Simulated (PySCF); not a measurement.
**H₆N₂Si, SMILES `N[SiH2]N`: what the electrons do**

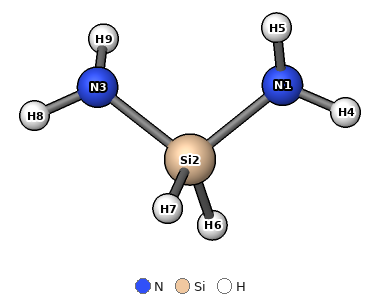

The molecule, with its atoms numbered as below. No frequency check shows the geometry to be a minimum.

Geometry (Å), atoms numbered from 1:

```
N1      -1.3499   -0.5323   -0.0448
Si2      0.0000    0.5400    0.0000
N3       1.3498   -0.5324    0.0448
H4      -2.2698   -0.1258   -0.0809
H5      -1.3480   -1.3061    0.6007
H6      -0.1699    1.3787   -1.1937
H7       0.1700    1.3788    1.1934
H8       2.2698   -0.1258    0.0808
H9       1.3479   -1.3062   -0.6006
```

### 1. Bonding charge

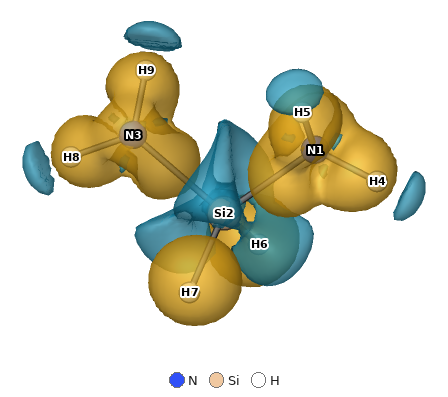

Deformation density (molecule less spherical, spin-averaged free atoms at the same positions), surfaces at ±0.07 e/Å³; yellow: gain, teal: loss.

Computed with PySCF, PBE0/def2-TZVP, geometry: GFN2-xTB.

> Describe the bonding that the map shows.

N3–H8 and N1–H4: +0.82 e/Å³ at the bond critical point (bond length 1.01 Å, Mayer order 0.9). N1–H5 and N3–H9: +0.82 e/Å³ at the bond critical point (bond length 1.01 Å, Mayer order 0.9). Si2–H7 and Si2–H6: +0.24 e/Å³ at the bond critical point (bond length 1.47 Å, Mayer order 0.9). Si2–N3: +0.15 e/Å³ at the bond critical point (bond length 1.72 Å, Mayer order 1.1). N1–Si2: +0.15 e/Å³ at the bond critical point (bond length 1.73 Å, Mayer order 1.1). In all, 2.1 electrons gather in the regions of gain relative to the promolecule.

### 2. Bond critical points

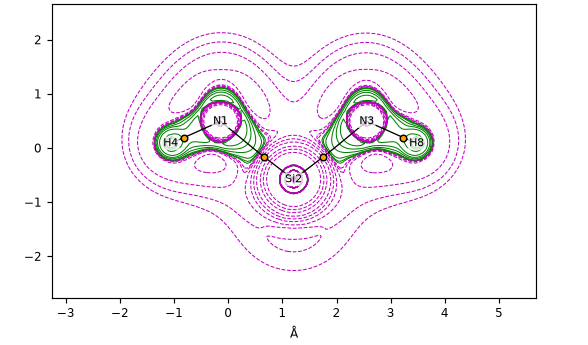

Negative Laplacian of the density (−∇²ρ) in the plane of N1, Si2, N3, H4 and H8 (solid green lines positive, dashed magenta lines negative, contours at ±0.02 to ±8 a.u.), with bond paths and bond critical points (dots).

> At which bond critical points in this plane is charge locally concentrated, and at which depleted?

Concentrated (∇²ρ < 0): N3–H8 and N1–H4 (−1.66 a.u.). Depleted (∇²ρ > 0): Si2–N3 (+0.56 a.u., H = −0.061); N1–Si2 (+0.56 a.u., H = −0.061). A positive Laplacian with clearly negative H marks a strongly polar covalent bond, whose critical point lies close to the core of the less electronegative atom.

> Where along N3–H8 does the critical point lie?

0.74 Å from N3 and 0.27 Å from H8.

### 3. Local ionisation energy

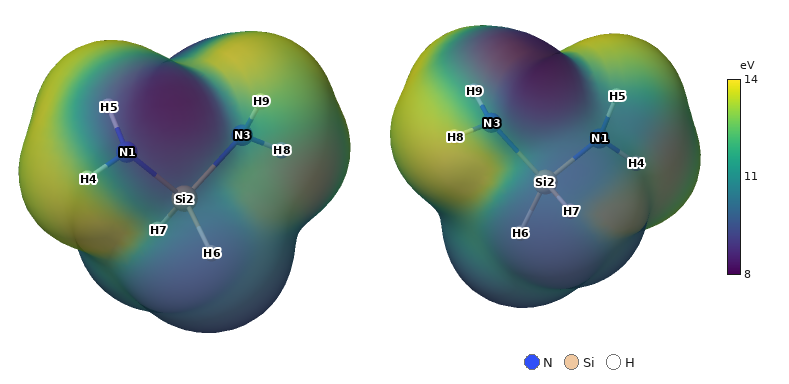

Average local ionisation energy on the surface of electron density 0.001 a.u. (back view left, front view right).

> Locate the minima of the map.

The lowest value is 8.0 eV, 2.0 Å from N3, and at like points elsewhere. Further minima include 9.2 eV, near H4 (1.94 Å), H5 (2.05 Å) and N1 (2.06 Å); 9.4 eV, 1.5 Å from H6, and at like points elsewhere. For comparison, the highest occupied orbital lies at −7.3 eV.

### 4. In an electric field

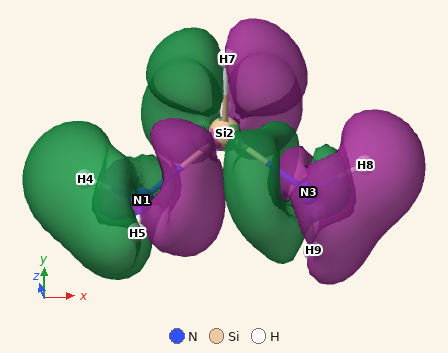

Change of the electron density in a uniform field of 0.21 V/Å, surfaces at ±0.001 e/Å³ (green: gain, purple: loss).

Computed with PySCF, PBE0/def2-TZVP, geometry: GFN2-xTB. A basis without diffuse functions makes polarisabilities too small.

> Along which Cartesian direction does the field point?

Along +x: electrons gather on the −x side, against the field.

> What dipole is induced, and what polarisability does it imply?

The induced dipole is 0.44 D (along the field); α along this axis, from the fields in both directions, is 43 bohr³ (6.4 Å³).

> Which atoms gain and lose the most charge?

Electrons gather most on H4 (Hirshfeld charge changes by −0.008 e) and leave H8 most (+0.008 e); 0.043 electrons are displaced in all.

### 5. Removing or adding an electron

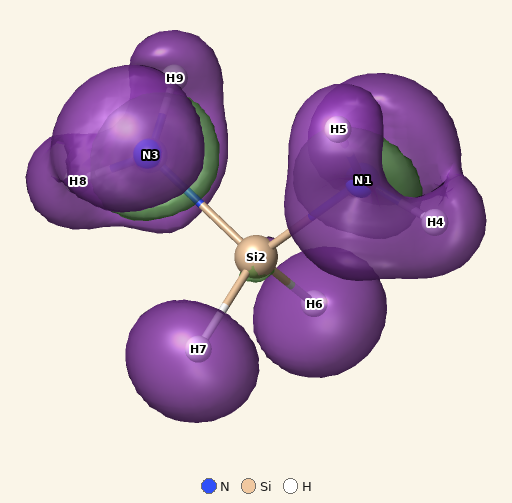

Fukui function f⁻ = ρ(N) − ρ(N−1) at fixed geometry, surfaces at ±0.02 e/Å³ (purple positive, green negative).

Method: PBE0/def2-TZVP; geometry: GFN2-xTB; program: PySCF.

> Which atoms respond most to the removal of an electron?

f⁻ (Hirshfeld-condensed) is largest on N1 and N3 (0.17 each), Si2 (0.16) and H6 and H7 (0.12 each); the vertical ionisation energy is 9.50 eV (the stability of the cation's solution wasn't checked). Condensed values hint at sites of electrophilic attack but needn't mark the atom that reacts. Shares this close don't rank the sites. Orbital relaxation makes it negative in places (0.12 e in all).
